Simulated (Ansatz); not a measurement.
# G0W0 on several functionals: La2O3 (P-3m1), part 2 of 2

Aim: G0W0 for La2O3 (P-3m1) on several starting functionals, at one mesh, band count and screening cutoff.

Ansatz 0.2.0; G0W0 on several functionals, plane waves, PAW. Known limits of the many-body steps: not at the basis limit; f levels unsure; no spin-orbit coupling.

So far. Step 2 (G0W0 on PBE): The gap on the mesh goes from 3.84 eV to 5.37 eV, a correction of +1.53 eV. Between the two edge states, bare exchange in place of the xc potential would open the gap by 10.42 eV, and correlation takes back 8.90 eV.

In doubt: masses and optical values from hybrid runs of this build are listed as unsure (steps 3, 4), which bears on the screening that GW takes from such a start.

## (3) G0W0 on HSE06

One-shot GW remembers its start. Another functional's orbitals and levels show by how much.

This step: G0W0 on HSE06, plane waves, PAW.

The input, input.yaml:

```yaml
crystal:
  lattice:
    - [3.930777878, 0.0, 0.0]
    - [-1.965388939, 3.404153499, 0.0]
    - [0.0, 0.0, 6.11195352]
  atoms:
    - { symbol: La, position: [0.66666667, 0.33333333, 0.75376432] }
    - { symbol: La, position: [0.33333333, 0.66666667, 0.24623568] }
    - { symbol: O, position: [0.66666667, 0.33333333, 0.35410935] }
    - { symbol: O, position: [0.33333333, 0.66666667, 0.64589065] }
    - { symbol: O, position: [0.0, 0.0, 0.0] }
kpoints:
  mp_grid: { grid: [6, 6, 4] }
hamiltonian:
  xc: hse06
scf:
  occupations: { method: fixed }
gw:
  n_empty_bands: 244
  ecut_chi: 120
  qp_bands: [v2, c2]
  qp_kpoints: band_edges
  screening: { model: contour_deformation }
```

Command:

```sh
ansatz run input.yaml --threads 3 --pin off --max-ram 64512MiB --backend cuda --events-out ev --progress --plain --runs-dir out --devices 1 --max-vram 24GiB  # rebuilt from the run's record
```

Numbers of over 12 decimals in the logs are rounded to 6 here.

The log of the run:

```text
GPUs: using 1 of 1 available (devices: 1).
[...]
davidson cushion auto → on  (no smearing: the cushion is to keep the highest requested band from converging to the state above it; pin scf.eigensolver.cushion to override)
[...]
GPU FFT provider: cuFFT
GPU libraries: cuBLAS 13.8.2, cuFFT 12.4.0, cuSOLVER 12.3.4
Crystal: 5 atoms, lattice volume = 81.784 Å³
Basis set: ecut = 420 eV, 1641 PW (Γ)
Bands: 25, of which v1, the nominal top of the filled ones, is band 20 counted from 1 (19 counted from 0)
Symmetry: 12 space group operations
[...]
k-points: 24 of 144
[...]
GPU buffer pool allocated for 32805 grid points (all kernels)
[...]
SCF iter   1: F=—  HF=-14212.057639 eV  |F-HF|=—  |Δ(HF+E_count)|=         —  Δρ=2.17e-3  dr2=3.75e-3  ethr=1.77e-3  ⟨swp⟩=6.0  Hψ=3314  notcnv=0
[...]
SCF iter   3: F=-14212.061213 eV  HF=-14212.060969 eV  |F-HF|=2.44e-4  |Δ(HF+E_count)|=   4.50e-4  Δρ=9.25e-4  dr2=3.86e-4  ethr=8.57e-7  ⟨swp⟩=6.6  Hψ=3555  notcnv=0  defer=32
eigensolver tolerance schedule calibrated: the retry pair's looser diagonalisation under-reported the residual by θ = 0.11 (0.11/decade); ethr = c·dr2/N_el runs at the constant in force after the calibration composes with the one it found (an armed cap, an earlier calibration), c = 8.7e-2
SCF 1 stopped early in 3 iterations: F = -14212.061213 eV  dr2 = 3.86e-4
[...]
GPU FFT provider: cuFFT
GPU libraries: cuBLAS 13.8.2, cuFFT 12.4.0, cuSOLVER 12.3.4
[...]
GPU buffer pool allocated for 32805 grid points (all kernels)
[...]
Free energy (F): -14220.592475 eV
Frozen-core exchange: fock
[...]
Internal energy: -14220.592475 eV  (E = F + TS)
E sigma→0 (E₀):  -14220.592475 eV
Fermi energy:    8.770933 eV
[...]
--- Band table (eV; the first three rows and the last of 24) ---
  k-point 0: bands = [... 16 lower, 6.9693, 8.3713, 8.3713, 8.6678, 14.8396, 15.0021]
  k-point 1: bands = [... 16 lower, 7.3712, 8.3540, 8.4175, 8.4175, 15.1371, 15.1847]
  k-point 2: bands = [... 16 lower, 7.7189, 7.9260, 8.4696, 8.4696, 15.4022, 15.4022]
  k-point 23: bands = [... 16 lower, 8.1352, 8.4646, 8.4646, 8.5317, 14.6460, 15.4086]
  guard bands above this table: 3 of the run's 25 bands. The solve was not asked for them (output.publish_guard_bands: true or output.eigenvalues: true publishes all)
[...]
0    19      8.3713   -24.5069     3.9591   -20.6447  0.7789     8.4681     8.4682  root
     0    20      8.6678   -25.0189     3.9851   -21.1838  0.7811     8.8175     8.8178  root
     0    21     14.8396    -7.1887    -4.3673   -12.1799  0.8483    15.4663    15.4635  root
     0    22     15.0021    -7.9813    -4.5023   -13.1506  0.8409    15.6725    15.6692  root
     1    19      8.4175   -24.6414     3.9607   -20.7862  0.7789     8.5229     8.5231  root
     1    20      8.4175   -24.6414     3.9607   -20.7862  0.7789     8.5229     8.5231  root
     1    21     15.1371    -8.2771    -4.6945   -13.8789  0.8406    16.0510    16.0444  root
     1    22     15.1847    -8.5449    -4.6185   -13.9556  0.8373    15.9819    15.9769  root
[...]
23    19      8.4646   -24.9275     3.9689   -21.0639  0.7795     8.5698     8.5699  root
    23    20      8.5317   -25.6435     3.9274   -21.8615  0.7876     8.6769     8.6771  root
    23    21     14.6460    -8.7292    -4.0773   -13.5131  0.8391    15.3561    15.3526  root
    23    22     15.4086    -8.4629    -4.6592   -13.9074  0.8352    16.1990    16.1939  root
```

It took 68 s on 1 × NVIDIA H100 80GB HBM3 (shared by 3 runs) with 3 threads of AMD EPYC 7R13 (Zen 3), shared host; peak memory 2.1 GiB; 98 s of CPU time.

Numbers from this step:

| Property | Result |
| --- | --- |
| bands summed | 264 |
| RPA ε∞ on this mesh (eigenvalues) | 3.624, 3.706, 3.706 |
| plane waves in the screening matrix | 251 |
| q-points in the mesh | 144 |
| G0W0 gap on the mesh | 5.640 eV |
| k of the valence top | 0, -0.5, -0.5 |
| k of the conduction bottom | 0.3333, 0.3333, 0 |
| starting gap on the mesh | 5.285 eV |
| Z at the valence top | 0.7810 |
| Z at the conduction bottom | 0.8453 |
| least direct G0W0 gap on the computed points | 5.766 eV |

Against the run with 6×6×4 mesh, 244 empty bands, screening to 120 eV on PBE, the gap moves by +0.27 eV, while the start moved by +1.44 eV.

## (4) G0W0 on PBE0

This step: G0W0 on PBE0, plane waves, PAW.

Changes to input.yaml since step 3:

```diff
@@ -14,3 +14,3 @@
 hamiltonian:
-  xc: hse06
+  xc: pbe0
 scf:
```

The log of the run:

```text
GPUs: using 1 of 1 available (devices: 1).
[...]
GPU FFT provider: cuFFT
GPU libraries: cuBLAS 13.8.2, cuFFT 12.4.0, cuSOLVER 12.3.4
Crystal: 5 atoms, lattice volume = 81.784 Å³
Basis set: ecut = 420 eV, 1641 PW (Γ)
Bands: 25, of which v1, the nominal top of the filled ones, is band 20 counted from 1 (19 counted from 0)
Symmetry: 12 space group operations
[...]
k-points: 24 of 144
[...]
1    21     15.4878    -8.1109    -4.5199   -13.2675  0.8502    16.1272    16.1245  root
     1    22     15.5604    -8.4925    -4.4790   -13.4963  0.8464    16.0870    16.0851  root
[...]
23    19      8.0752   -24.9371     3.8362   -21.4693  0.7912     8.4425     8.4436  root
    23    20      8.1439   -25.6543     3.8044   -22.2649  0.7983     8.5577     8.5590  root
    23    21     15.0055    -8.6765    -3.9542   -13.0731  0.8481    15.4492    15.4480  root
    23    22     15.7824    -8.3903    -4.5124   -13.4214  0.8447    16.3030    16.3011  root
[key lines of the parts left out:]
Free energy (F): -14218.678382 eV
Fermi energy:    8.382897 eV
```

It took 62 s on 1 × NVIDIA H100 80GB HBM3 (shared by 3 runs) with 3 threads; peak memory 2.1 GiB; 86 s of CPU time.

This step gave:

```yaml
bands_summed: 264
rpa_eps_infinity_on_this_mesh_eigenvalues: 3.443, 3.521, 3.521
plane_waves_in_the_screening_matrix: 251
g0w0_gap_on_the_mesh: 5.855 eV
k_of_the_valence_top: 0, -0.5, -0.5
k_of_the_conduction_bottom: 0.3333, 0.3333, 0
starting_gap_on_the_mesh: 6.028 eV
least_direct_g0w0_gap_on_the_computed_points: 5.977 eV
```

Against the run with 6×6×4 mesh, 244 empty bands, screening to 120 eV on HSE06, the gap moves by +0.22 eV, while the start moved by +0.74 eV.

## (5) The starts together

All on the 6×6×4 mesh with 244 empty bands and screening to 120 eV. Times are wall times on 1 × NVIDIA H100 80GB HBM3 (shared by 3 runs) with 3 threads of AMD EPYC 7R13 (Zen 3), shared host, good to a factor of about two.

```tsv
start	starting gap (eV)	shift (eV)	G0W0 gap (eV)	RPA ε∞ (harmonic mean)	Z (valence, conduction)	time
PBE	3.84	+1.53	5.37	4.58	0.74, 0.81	31 s
HSE06	5.29	+0.35	5.64	3.68	0.78, 0.85	68 s
PBE0	6.03	−0.17	5.86	3.49	0.79, 0.85	62 s
```

The parts of the quasiparticle energy at the two band edges (eV; QP = start + Σx + Σc − Vxc):

```tsv
run	edge	start	Σx	Σc	Vxc	Z	QP
PBE	valence top	9.71	-25.14	4.32	-20.35	0.74	9.24
PBE	conduction bottom	13.57	-9.21	-4.58	-14.84	0.81	14.62
HSE06	valence top	8.77	-25.19	3.95	-21.36	0.78	8.90
HSE06	conduction bottom	14.06	-7.74	-3.89	-12.11	0.85	14.54
PBE0	valence top	8.38	-25.19	3.82	-21.77	0.79	8.78
PBE0	conduction bottom	14.41	-7.71	-3.78	-11.71	0.85	14.63
```

For a hybrid start, Vxc holds its share of exact exchange.

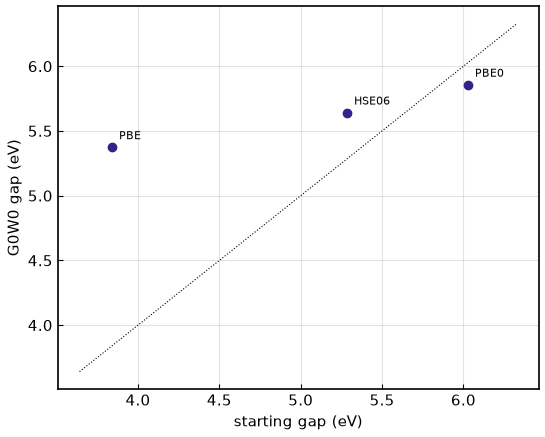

G0W0 gap against starting gap; on the dotted line the correction would vanish.

## (6) Outcome

```
G0W0@PBE     : 5.37 eV (start 3.84 eV)
G0W0@HSE06   : 5.64 eV (start 5.29 eV)
G0W0@PBE0    : 5.86 eV (start 6.03 eV)
known limits : not at the basis limit; f levels unsure; no spin-orbit coupling
```

What this shows: The starting gaps span 2.19 eV and the G0W0 gaps 0.48 eV. Between PBE and PBE0, 0.48 eV of the 2.19 eV survives, 22 %. PBE0 screens less than PBE (ε∞ 3.49 against 4.58). Of the 0.48 eV by which its G0W0 gap is higher, the correlation part gives +1.29 eV, and exchange with the one-particle terms, which follow the orbitals, −0.81 eV. On PBE0 the correction is negative: that start lies above its own G0W0 value. The smallest correction, −0.17 eV, is on PBE0, the start nearest to reproducing itself. Bands and cutoff are finite, so the gap is not at the basis limit. The miss can reach some tenths of an eV and take either sign; the mesh is an error of its own. Empty 4f levels lie among the conduction bands. Their place in the start is unsure; it enters the screening, and the edge itself where they lie low. The many-body steps are scalar-relativistic: spin-orbit coupling is not in them.

[Paths, hosts, dates, memory and timing lines, banners, echoed tables and standing remarks are left out of the program output.]

[Logs are printed without paths, hosts, clocks, repeated set-up lines and the standing remarks that a program may print on its own settings, such as how far it seeks lower states.]

[Runs of the session that timed out or met a known fault of the program may be left out.]

[Cells called generated may have been cut or substituted from an entry of the Crystallography Open Database or the Materials Project.]

[Hosts, paths, dates, database ids (printed as entryN), source tags and the programs' standing remarks are cut or masked in the printed files.]
